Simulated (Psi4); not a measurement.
# Excited-state calculation of GeH4O (part 4 of 4)

GeH4O (Ge(OH)H3), SMILES [H][Ge]([H])([H])[OH]; EOM-CCSD/LANL2DZ, RHF, core potentials LANL2DZ (Psi4 1.11). The geometry comes from this level: GFN2-xTB.

Geometry of the input (Å):
```
Ge -0.0619  -0.1186  -0.4335
O  -0.0675  -0.1025  1.3007
H  0.3395  0.6349  1.7493
H  1.3553  -0.1188  -0.9300
H  -0.7883  1.0899  -0.9457
H  -0.7770  -1.3849  -0.7408
```

## Output, continued
```
	Oscillator Strength for 2  A to 4  A
	                              X    	       Y    	       Z
	<0|mu_e|n>              -0.02836052 	 -0.04586547 	 -0.58013638
	<n|mu_e|0>              -0.02375867 	 -0.03813328 	 -0.57334011
	Dipole Strength          0.33503826
	Oscillator Strength      0.01339411
	Einstein A Coefficient   1.54755538e+06
	Einstein B Coefficient   4.07629085e+19

	Length-Gauge Rotational Strength for 2  A to 4  A Transition
	                              X    	       Y    	       Z
	<p|mu_e|q>              -0.02836052 	 -0.04586547 	 -0.58013638
	<q|mu_m|p>              -0.17072185 	  0.09660530 	  0.00069157
	<p|mu_m|q>*             -0.17733292 	  0.09996280 	  0.00066184
	<q|mu_e|p>*             -0.02375867 	 -0.03813328 	 -0.57334011

	Rotational Strength (au)                  0.00001577
	Rotational Strength (10^-40 esu^2 cm^2)   0.00743354

	Velocity-Gauge Rotational Strength for 2  A
	                              X    	       Y    	       Z
	<p|mu_e|q>               0.00815063 	  0.01487164 	 -0.00826810
	<q|mu_m|p>              -0.17072185 	  0.09660530 	  0.00069157
	<p|mu_m|q>*             -0.17733292 	  0.09996280 	  0.00066184
	<q|mu_e|p>*              0.00355049 	  0.00615881 	 -0.01197197

	Rotational Strength (au)                  0.00014658
	Rotational Strength (10^-40 esu^2 cm^2)   0.06910455

	*** Computing <3 A|X{pq}}|4 A> (LEFT) Transition Density ***

		*** LTD Setup complete.
		***...density has been built...
		***...density has been sorted...

	*** Computing <4 A|X{pq}}|3 A> (RIGHT) Transition Density ***

		*** RTD Setup complete.
		***...density has been built...
		***...density has been sorted...

	*** 3A -> 4A transition densities complete.

	Oscillator Strength for 3  A to 4  A
	                              X    	       Y    	       Z
	<0|mu_e|n>               0.06516285 	 -0.04910499 	  0.01295649
	<n|mu_e|0>               0.06160344 	 -0.04630269 	  0.01452511
	Dipole Strength          0.00647614
	Oscillator Strength      0.00002595
	Einstein A Coefficient   3.01263928e+01
	Einstein B Coefficient   7.87929221e+17

	Length-Gauge Rotational Strength for 3  A to 4  A Transition
	                              X    	       Y    	       Z
	<p|mu_e|q>               0.06516285 	 -0.04910499 	  0.01295649
	<q|mu_m|p>              -0.01222775 	 -0.03855467 	 -0.23412430
	<p|mu_m|q>*             -0.01296529 	 -0.03994360 	 -0.23478109
	<q|mu_e|p>*              0.06160344 	 -0.04630269 	  0.01452511

	Rotational Strength (au)                 -0.00214821
	Rotational Strength (10^-40 esu^2 cm^2)  -1.01276182

	Velocity-Gauge Rotational Strength for 3  A
	                              X    	       Y    	       Z
	<p|mu_e|q>              -0.01092026 	  0.00548790 	 -0.00069516
	<q|mu_m|p>              -0.01222775 	 -0.03855467 	 -0.23412430
	<p|mu_m|q>*             -0.01296529 	 -0.03994360 	 -0.23478109
	<q|mu_e|p>*             -0.01073759 	  0.00556180 	 -0.00106459

	Rotational Strength (au)                  0.02093723
	Rotational Strength (10^-40 esu^2 cm^2)   9.87072292

	                   Ground State -> Excited State Transitions

	                   Excitation Energy          OS       RS        RS     Einstein A
	State   (eV)    (cm^-1)    (nm)     (au)              (l,au)   (v,au)     (s^-1)
	 1  A   7.393   59631.0   167.7   0.271699   0.0092  -0.0002  -0.0003  2.192868E+07
	 2  A   8.417   67889.9   147.3   0.309329   0.0617  -0.0001   0.0001  1.897125E+08
	 3  A   9.885   79731.8   125.4   0.363285   0.0324  -0.0003  -0.0001  1.372121E+08
	 4  A  10.049   81051.1   123.4   0.369296   0.0669   0.0061   0.0047  2.931702E+08

	                   Excited State -> Excited State Transitions

	                        Excitation Energy          OS       RS        RS     Einstein A
	Transition   (eV)    (cm^-1)    (nm)     (au)              (l,au)   (v,au)     (s^-1)
	  1A->2A   1.024    8258.9  1210.8   0.037630   0.0013   0.0008   0.0008  5.815005E+04
	  1A->3A   2.492   20100.9   497.5   0.091586   0.0376  -0.0020  -0.0024  1.012515E+07
	  2A->3A   1.468   11842.0   844.5   0.053956   0.0025   0.0007  -0.0002  2.354599E+05
	  1A->4A   2.656   21420.1   466.9   0.097597   0.0002   0.0042   0.0087  7.482241E+04
	  2A->4A   1.632   13161.2   759.8   0.059967   0.0134   0.0000   0.0001  1.547555E+06
	  3A->4A   0.164    1319.2  7580.2   0.006011   0.0000  -0.0021   0.0209  3.012639E+01
```

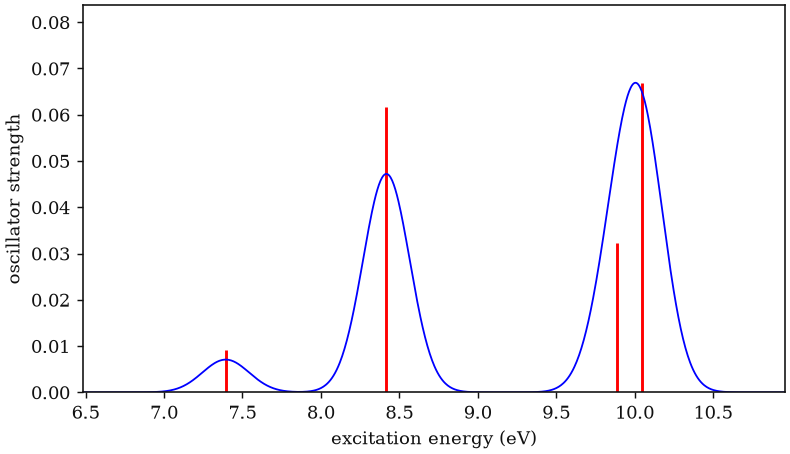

Computed excitations as sticks (degenerate states added up, dark ones marked on the axis), with a Gaussian envelope of 0.35 eV full width at half maximum, scaled to the tallest. Of the 4 states the lowest lies at 7.39 eV (f = 0.009); the strongest line is at 10.05 eV, or 123 nm (f = 0.067).

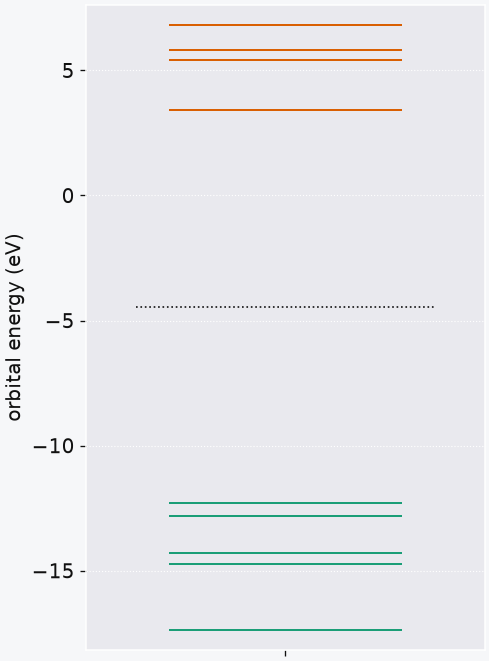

Orbital energies near the frontier (SCF reference); the dotted line parts filled from empty levels, and levels within 0.02 eV of each other stand side by side. Highest filled −12.29 eV, lowest empty 3.40 eV, 15.69 eV apart.

## Key numbers

- outcome: converged
- total energy: −80.998570 hartree
- SCF energy: −80.805376 hartree
- MP2 energy: −80.980880 hartree
- CCSD energy: −80.998570 hartree
- basis functions: 25
- T1 diagnostic: 0.010
- HOMO of the SCF reference: −12.29 eV
- LUMO of the SCF reference: 3.40 eV
- lowest excitation: 7.39 eV
- hardware: 1 thread of Intel Xeon @ 2.50GHz (Skylake/Cascade Lake), 16 GiB of memory available, shared host
- wall time: 8.4 s (CPU time 5.5 s; the host was busy)
- peak memory: 0.22 GiB
